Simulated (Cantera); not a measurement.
Input: 1 mol Si(CH3)4, 11 mol H2, held at 0.140 bar.

Method: chemical equilibrium by Gibbs-energy minimisation in Cantera with the NASA 1993 tables (ideal gas, pure condensed phases). Candidate condensed phases: C, C6H6, C7H8, C8H18, Si, SiC; 87 gas species. Gases not in the tables: Si2H6 and higher silanes. Equilibrium is a limit: real reactors are often held back by kinetics, nucleation or transport.

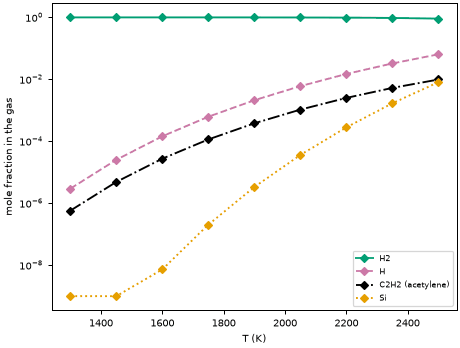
Fig. 1. Equilibrium gas composition (values under 1e-9 drawn at 1e-9)

From 1300 K to 2500 K the condensed part is C(graphite) + SiC(s).
